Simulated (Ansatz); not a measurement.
**Strength of the C–O bond: CH6GeO → GeH3O + CH3**

Species: CH6GeO `C[O][GeH3]`, singlet; GeH3O `[O][GeH3]`, doublet; CH3 (methyl radical) `[CH3]`, doublet. 

Shapes, held fixed at every level: PBE0-D4/def2-TZVP. Programs: Ansatz 0.2.0. The zero-point and thermal change to 298 K, harmonic and unscaled (PBE0-D4/def2-TZVP), is -23.0 kJ/mol.

| level | kind | ΔH(298 K) (kJ/mol) | less CCSD(T)/def2-TZVPP | CPU time (sum over the molecules) |
| --- | --- | --- | --- | --- |
| SPW92/def2-TZVPP | LDA | +465.7 | +89.9 | 9.3 s |
| r2SCAN-D4/def2-TZVPP | meta-GGA | +349.8 | -26.0 | 58 s |
| B3LYP-D4/def2-TZVPP | global hybrid | +360.7 | -15.1 | 22 s |
| PBE0-D4/def2-TZVPP | global hybrid | +370.7 | -5.1 | 16 s |
| B2PLYP/def2-TZVPP | double hybrid | +369.3 | -6.5 | 27 s |
| MP2/def2-SVP | perturbation theory | +403.6 | +27.8 | – |
| CCSD(T)/def2-TZVPP | coupled cluster or CI | +375.8 | 0.0 | 1.7 min |

The highest level, CCSD(T)/def2-TZVPP, gives ΔH(298 K) = +375.8 kJ/mol; the levels span +349.8 to +465.7. The column of differences is taken from that level and isn't an error. No measured value is set beside it here. Open shells run unrestricted unless RO is named. Relativity is left out for Ge unless named. Correlated rows may include outer-core shells of Ge, which these sets cover unevenly. Times are processor times on shared x86 and Arm servers, and rough.

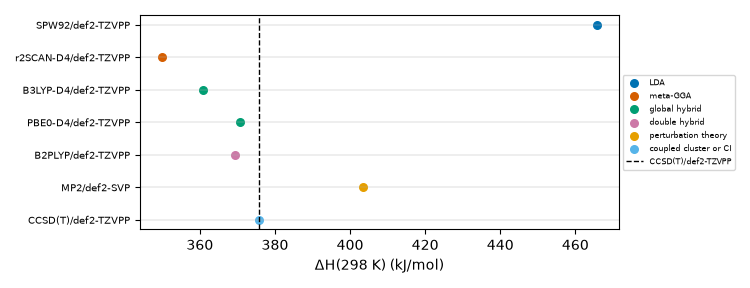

The values of the table, level by level.
